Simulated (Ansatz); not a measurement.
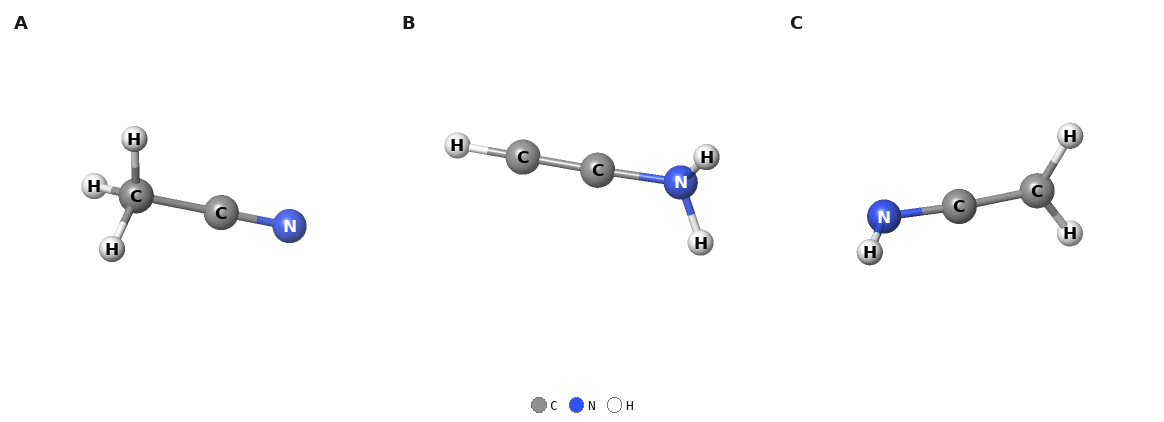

3 stationary structures of one formula. Geometries: PBE-D4/def2-SVP. Electronic energies: PBE-D4/def2-SVP (Ansatz 0.2.0), without zero-point energy. No frequency run is at hand to confirm each as a minimum.

**Which structure is the most stable?**

A is lowest (C3v); C lies 88.3 kJ/mol above it (Cs), B lies 168.0 kJ/mol above it.
